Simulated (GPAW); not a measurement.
# Core-hole calculation of the O K edge in TiO2 (Rutile, P4_2/mnm)

How does the O K edge of TiO2 (Rutile, P4_2/mnm) move when the bonds are compressed or stretched?

Calculated with GPAW 26.7.0; X-ray absorption from dipole matrix elements to empty bands, plane-wave PAW LDA.

### 1. The structure

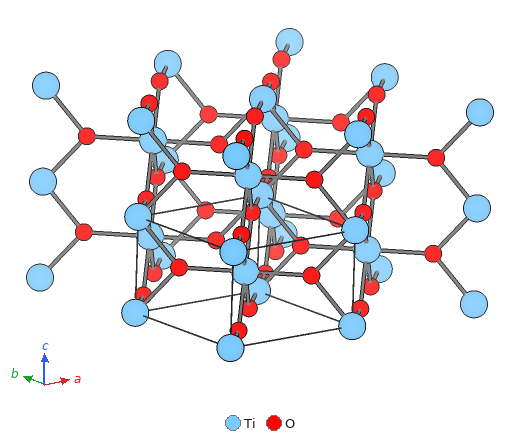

The starting structure, seen slightly off an axis (titanium blue, oxygen red). 2×2×2 cells are drawn. Some periodic images of atoms are drawn too.

Coordinates:

```
Ti O
1.0
     4.59220    0.00000    0.00000
     0.00000    4.59220    0.00000
     0.00000    0.00000    2.95740
Ti O
2 4
Direct
  0.50000 0.50000 0.50000
  0.00000 0.00000 0.00000
  0.80496 0.19504 0.50000
  0.69504 0.69504 0.00000
  0.19504 0.80496 0.50000
  0.30496 0.30496 0.00000
```

### 2. Ground state of the crystal

A plain self-consistent run shows whether there is a gap, which decides the set-up of the core-hole run.

scf.py reads:

```python
import numpy as np
from ase import Atoms
from ase.parallel import parprint, paropen
from gpaw import GPAW, PW, FermiDirac, Mixer, MixerDif, setup_paths
from gpaw.test import gen
setup_paths.insert(0, '.')
gen('O', name='nch1s', xcname='LDA', corehole=(1, 0, 0), write_xml=True)
from gpaw.mpi import world
world.barrier()

atoms = Atoms('Ti2O4',
    cell=[[4.5922, 0, 0],
     [0, 4.5922, 0],
     [0, 0, 2.9574]],
    scaled_positions=[[0.5, 0.5, 0.5],
     [0, 0, 0],
     [0.80496, 0.19504, 0.5],
     [0.69504, 0.69504, 0],
     [0.19504, 0.80496, 0.5],
     [0.30496, 0.30496, 0]],
    pbc=True)
atoms.calc = calc = GPAW(legacy_gpaw=True, mode=PW(500, force_complex_dtype=True), xc='LDA', setups={2: 'nch1s'},
    kpts={'size': (6, 6, 8), 'gamma': True}, occupations=FermiDirac(0.05),
    charge=0, mixer=Mixer(0.1, 5, 50), maxiter=150,
    convergence={'density': 0.0001, 'eigenstates': 1e-6}, txt='scf.txt')
energy = atoms.get_potential_energy() + calc.get_reference_energy()
ef = calc.get_fermi_level()
out = dict(energy=energy, fermi=ef, forces=atoms.get_forces().tolist())
parprint(f'all-electron energy {energy:.4f} eV, Fermi level {ef:.4f} eV')
ev = np.array([[calc.get_eigenvalues(k, s) for k in range(len(calc.get_ibz_k_points()))] for s in range(calc.get_number_of_spins())])
out['homo'], out['lumo'], out['counts'] = ev[ev < ef].max(), ev[ev > ef].min(), sorted(set((ev < ef).sum((0, 2)).tolist()))
out['filled'] = (ev[:, 0] < ef).sum(1).tolist()
import json
with paropen('out.json', 'w') as f:
    json.dump(out, f)
```

Started as:

```
OMP_NUM_THREADS=1 mpirun -n 4 gpaw python scf.py
```

Numbers of over 12 decimals in the logs are rounded to 6 here.

The program printed:

```text
Input parameters:
  convergence: {density: 0.0001,
                eigenstates: 1e-06}
  kpts: {gamma: True,
         size: (6, 6, 8)}
  maxiter: 150
  mixer: {backend: pulay,
          beta: 0.1,
          method: separate,
          nmaxold: 5,
          weight: 50}
  mode: {ecut: 500.0,
         force_complex_dtype: True,
         name: pw}
  occupations: {fixmagmom: False,
                name: fermi-dirac,
                width: 0.05}
  setups: {2: nch1s}

Initialize ...

[... PAW data sets ...]

Reference energy: -54459.530392  # eV

Spin-paired calculation

[... convergence settings ...]
Symmetries present (total): 4
  [... symmetry matrices ...]

288 k-points: 6 x 6 x 8 Monkhorst-Pack grid + [1/12,1/12,1/16]
65 k-points in the irreducible part of the Brillouin zone
       k-points in crystal coordinates                weights
   0:     0.00000000    0.00000000    0.00000000          1/288
   1:     0.00000000    0.00000000    0.12500000          2/288
   2:     0.00000000    0.00000000    0.25000000          2/288
   3:     0.00000000    0.00000000    0.37500000          2/288
   4:     0.00000000    0.00000000    0.50000000          1/288
   5:     0.16666667   -0.16666667    0.00000000          2/288
   6:     0.16666667   -0.16666667    0.12500000          4/288
   7:     0.16666667   -0.16666667    0.25000000          4/288
   8:     0.16666667   -0.16666667    0.37500000          4/288
   9:     0.16666667   -0.16666667    0.50000000          2/288
          ...
  64:     0.50000000    0.50000000    0.50000000          1/288

Wave functions: Plane wave expansion
  Cutoff energy: 500.000 eV
  Number of coefficients (min, max): 1556, 1612
  Pulay-stress correction: 0.000000 eV/Ang^3 (de/decut=0.000000)
  Using FFTW library
  Wavefunction extrapolation:
    Improved wavefunction reuse through dual PAW basis

Occupation numbers: Fermi-Dirac:
  width: 0.0500  # eV

Eigensolver
   Davidson(niter=2)

Densities:
  Coarse grid: 24*24*16 grid
  Fine grid: 48*48*32 grid
  Total Charge: 0.000000

Density mixing:
  Method: separate
  Backend: pulay
  Linear mixing parameter: 0.1
  old densities: 5
  Width of damping distribution: 1.1
  Damping of long wavelength oscillations: 50

[... Hamiltonian set-up ...]
Number of atoms: 6
Number of atomic orbitals: 42
Number of bands in calculation: 33
Number of valence electrons: 48
Bands to converge: occupied

... initialized

Initializing position-dependent things.

Density initialized from atomic densities
Creating initial wave functions:
  33 bands from LCAO basis set

Positions:
   0 Ti     2.296100    2.296100    1.478700    ( 0.0000,  0.0000,  0.0000)
   1 Ti     0.000000    0.000000    0.000000    ( 0.0000,  0.0000,  0.0000)
   2 O      3.696537    0.895663    1.478700    ( 0.0000,  0.0000,  0.0000)
   3 O      3.191763    3.191763    0.000000    ( 0.0000,  0.0000,  0.0000)
   4 O      0.895663    3.696537    1.478700    ( 0.0000,  0.0000,  0.0000)
   5 O      1.400437    1.400437    0.000000    ( 0.0000,  0.0000,  0.0000)

Unit cell:
           periodic     x           y           z      points  spacing
  1. axis:    yes    4.592200    0.000000    0.000000    24     0.1913
  2. axis:    yes    0.000000    4.592200    0.000000    24     0.1913
  3. axis:    yes    0.000000    0.000000    2.957400    16     0.1848

  Lengths:   4.592200   4.592200   2.957400
  Angles:   90.000000  90.000000  90.000000

Effective grid spacing dv^(1/3) = 0.1891

iter:   1   -64.271349
iter:   2   -59.184997   -0.97  -0.92
iter:   3   -55.922684   -0.12  -1.04
iter:   4   -55.943474   -1.33  -1.44
iter:   5   -56.111613   -2.08  -1.38
iter:   6   -55.722164   -1.13  -1.55
iter:   7   -55.705391   -2.00  -2.19
iter:   8   -55.698473c  -2.62  -2.34
iter:   9   -55.695150c  -3.64  -2.63
iter:  10   -55.695355c  -4.43  -2.95
iter:  11   -55.694681c  -4.18  -2.96
iter:  12   -55.694679c  -5.14  -3.90
iter:  13   -55.694679c  -5.92  -4.00c
iter:  14   -55.694679c  -6.30c -4.10c

Converged after 14 iterations.

Dipole moment: (-0.000010, 0.000010, -0.000000) |e|*Ang

Energy contributions relative to reference atoms: (reference = -54459.530392)

Kinetic:        +42.619922
Potential:      -51.310140
External:        +0.000000
XC:             -47.349898
Entropy (-ST):   -0.000000
Local:           +0.345436
SIC:             +0.000000
--------------------------
Free energy:    -55.694679
Extrapolated:   -55.694679

Showing only first 2 kpts
 Kpt  Band  Eigenvalues  Occupancy
  0    22      4.87290    2.00000
  0    23      5.31798    2.00000
  0    24      7.11856    0.00000
  0    25      7.40351    0.00000

  1    22      4.54434    2.00000
  1    23      5.21704    2.00000
  1    24      7.50065    0.00000
  1    25      7.55659    0.00000

Fermi level: 6.18009

Gap: 1.801 eV
Transition (v -> c):
  (s=0, k=0, n=23, [0.00, 0.00, 0.00]) -> (s=0, k=0, n=24, [0.00, 0.00, 0.00])
No difference between direct/indirect transitions

Forces in eV/Ang:
  0 Ti    0.00024   -0.00024    0.00000
  1 Ti   -0.00011    0.00011    0.00000
  2 O    -0.00171    0.00171    0.00000
  3 O     0.00131    0.00125    0.00000
  4 O     0.00248   -0.00248    0.00000
  5 O    -0.00125   -0.00131    0.00000
Scalar-relativistic atomic LDA calculation for O (Oxygen, Z=8)
Core hole in 1s state (1s occupation: 2.0)
300 radial gridpoints.
|------------------------------------------------|
|------------------------------------------------|
[... the atom generator's iteration count ...]

Energy contributions:
-------------------------
Kinetic:      +74.266897
XC:            -7.772280
Potential:   -141.018865
-------------------------
Total:        -74.524248

state      eigenvalue         ekin         rmax
-----------------------------------------------
1s^2.0 :   -18.772897    28.821965        0.130
2s^2.0 :    -0.872866     3.204810        0.874
2p^4.0 :    -0.337925     2.553337        0.813
-----------------------------------------------
(units: Bohr and Hartree)

Generating PAW setup
Kinetic energy of the core from tauc = 57.689706
Cutoffs:
rc(s)=1.300
rc(p)=1.130
rc(d)=1.170
rc(vbar)=1.300
rc(comp)=1.260
rc(nct)=1.300

Kinetic energy of the core states: 57.643930
Charge: 0.0
Core electrons: 2.0
Valence electrons: 6.0
Pseudo-core charge: 0.000776
Shape function alpha=6.299
Pseudo-electron charge 5.666261
state    eigenvalue         norm
--------------------------------
2s(2) :    -0.872866     1.079797
*s    :     0.127134
2p(4) :    -0.337925     0.876472
*p    :     0.662075
*d    :     0.000000
--------------------------------

Diagonalizing with gridspacing h=0.050

state   all-electron     PAW
-------------------------------
2s:      -0.872866    -0.873954
2p:      -0.337925    -0.341740
*d:                    0.050276
*f:                    0.077289
-------------------------------
all-electron energy -54515.2251 eV, Fermi level 6.1801 eV
```

Wall time 19 s (4 MPI ranks of Arm Neoverse V1, shared host); peak memory 0.21 GiB.

The mesh shows a gap of 1.80 eV, so the hole is first treated in a charged cell, without the excited electron.

### 3. Supercell without a hole, the energy reference

The photon energy needs a difference of total energies, so the cell and mesh of the coming hole run are first run without a hole.

scf.py: that of step 2 with these lines changed.

```diff
@@ -10,15 +10,21 @@
 
-atoms = Atoms('Ti2O4',
-    cell=[[4.5922, 0, 0],
-     [0, 4.5922, 0],
-     [0, 0, 2.9574]],
-    scaled_positions=[[0.5, 0.5, 0.5],
+atoms = Atoms('Ti4O8',
+    cell=[[4.5922, 0, 2.9574],
+     [0, 4.5922, 2.9574],
+     [-4.5922, 0, 2.9574]],
+    scaled_positions=[[0.25, 0.5, 0.75],
+     [0.75, 0.5, 0.25],
      [0, 0, 0],
-     [0.80496, 0.19504, 0.5],
-     [0.69504, 0.69504, 0],
-     [0.19504, 0.80496, 0.5],
-     [0.30496, 0.30496, 0]],
+     [0.5, 0, 0.5],
+     [0.55496, 0.19504, 0.75],
+     [0.05496, 0.19504, 0.25],
+     [0, 0.69504, 0.30496],
+     [0.5, 0.69504, 0.80496],
+     [0.94504, 0.80496, 0.75],
+     [0.44504, 0.80496, 0.25],
+     [0, 0.30496, 0.69504],
+     [0.5, 0.30496, 0.19504]],
     pbc=True)
-atoms.calc = calc = GPAW(legacy_gpaw=True, mode=PW(500, force_complex_dtype=True), xc='LDA', setups={2: 'nch1s'},
-    kpts={'size': (6, 6, 8), 'gamma': True}, occupations=FermiDirac(0.05),
+atoms.calc = calc = GPAW(legacy_gpaw=True, mode=PW(500, force_complex_dtype=True), xc='LDA', setups={4: 'nch1s'},
+    kpts={'size': (4, 4, 4), 'gamma': True}, occupations=FermiDirac(0.02),
     charge=0, mixer=Mixer(0.1, 5, 50), maxiter=150,
```

The program printed:

```text
Input parameters:
  convergence: {density: 0.0001,
                eigenstates: 1e-06}
  kpts: {gamma: True,
         size: (4, 4, 4)}
  maxiter: 150
  mixer: {backend: pulay,
          beta: 0.1,
          method: separate,
          nmaxold: 5,
          weight: 50}
  mode: {ecut: 500.0,
         force_complex_dtype: True,
         name: pw}
  occupations: {fixmagmom: False,
                name: fermi-dirac,
[...]
2s(2) :    -0.872866     1.079797
*s    :     0.127134
2p(4) :    -0.337925     0.876472
*p    :     0.662075
*d    :     0.000000
--------------------------------

Diagonalizing with gridspacing h=0.050

state   all-electron     PAW
-------------------------------
2s:      -0.872866    -0.873954
2p:      -0.337925    -0.341740
*d:                    0.050276
*f:                    0.077289
-------------------------------
all-electron energy -109030.4405 eV, Fermi level 6.0473 eV
[key lines of the parts left out:]
Converged after 21 iterations.
Dipole moment: (0.000000, -0.000000, 0.000000) |e|*Ang
Free energy:   -111.379726
Fermi level: 6.04729
```

Run time: 56 s. Hardware: 4 MPI ranks; peak memory 0.28 GiB.

Reference energy: -109030.440 eV with the cores included.

(Part 1 of 4 ends here.)

[Banner, clock and machine lines of the logs are left out without a mark of their own.]

[Logs are printed without paths, hosts, clocks, repeated set-up lines and the standing remarks that a program may print on its own settings, such as how far it seeks lower states.]

[Hosts, paths, dates, database ids (printed as entryN), source tags and the programs' standing remarks are cut or masked in the printed files.]

[Lists of maxima count a maximum above −3 eV only where it reaches 4 % of the highest in the window and stands out from its surroundings by 2 % of it (1.5 % where it reaches 55 %); shoulders and weaker maxima are passed over, and of the rest the first, up to two pre-edge ones and the few strongest are named.]
